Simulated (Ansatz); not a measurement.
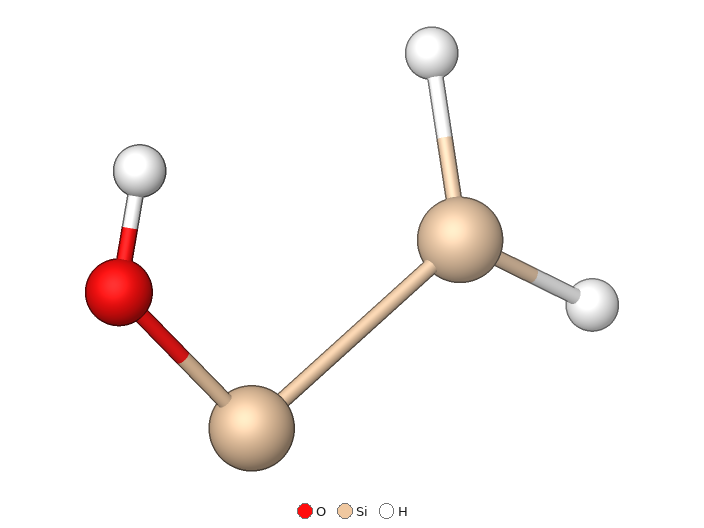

A ball-and-stick model of a molecule.

State: neutral, doublet. Computed geometry: PBE0-D4/def2-TZVP optimisation. No frequency run is at hand to confirm it as a minimum.

Describe the molecule.

The molecule is H3OSi2. This geometry has C1 symmetry. It is an open-shell species. Coordination, clear cases only: 1 O bent; 1 Si bent.

The parts below concern this one geometry. Atoms keep their numbers from picture to picture.

## Shape

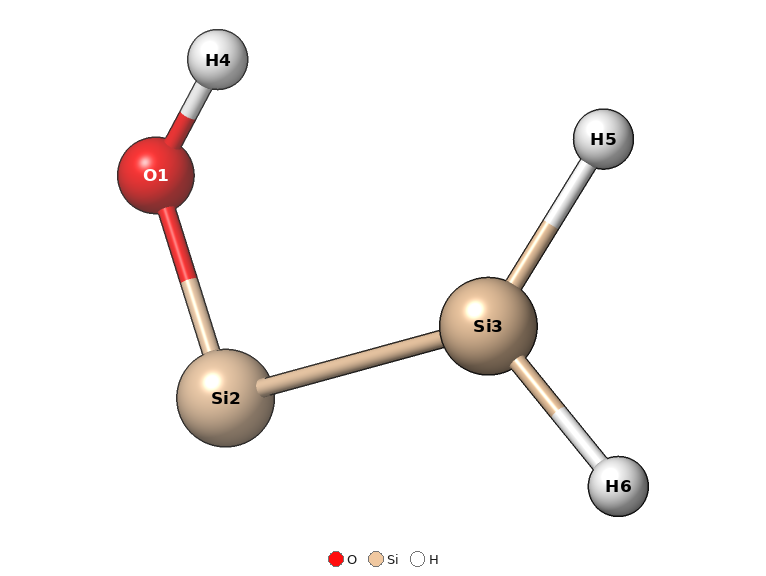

The atoms are numbered. No frequency run is at hand to confirm it as a minimum.

Give the bond lengths.

```json
{"bond": "O1–Si2", "length (Å)": "1.657"}
{"bond": "O1–H4", "length (Å)": "0.960"}
{"bond": "Si2–Si3", "length (Å)": "2.363"}
{"bond": "Si3–H5", "length (Å)": "1.498"}
{"bond": "Si3–H6", "length (Å)": "1.491"}
```

## Electronic properties

No frequency run is at hand to confirm it as a minimum. Method: UKS PBE0-D4/def2-TZVPP (Ansatz 0.2.0).

Predict the main results.

- HOMO energy (Kohn–Sham orbital): −6.11 eV
- ⟨S²⟩ of the determinant: 0.780

## Dipole moment

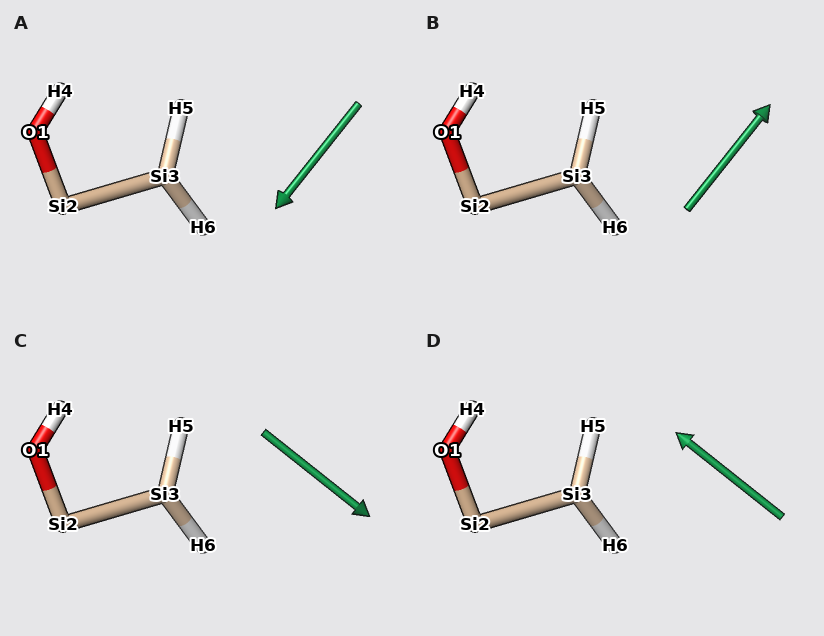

The same molecule four times, each with an arrow. No frequency run is at hand to confirm it as a minimum. Method: UKS PBE0-D4/def2-TZVP (Ansatz 0.2.0).

**Which arrow points along the dipole moment, from the negative to the positive end?**

B. The dipole moment is 1.57 D; it points from the side of Si2 to the side of H5 (the outermost atoms at the two ends).

## Charges

The questions are on Mulliken charges. No frequency run is at hand to confirm it as a minimum. Properties computed with UKS PBE0-D4/def2-TZVP (Ansatz 0.2.0).

Give the Mulliken charges atom by atom.

```tsv
atom	value (e)
O1	−0.48
Si2	0.24
Si3	−0.09
H4	0.33
H5	0.00
H6	0.01
```

Mulliken values depend strongly on the basis set and can even reverse the polarity of a bond.
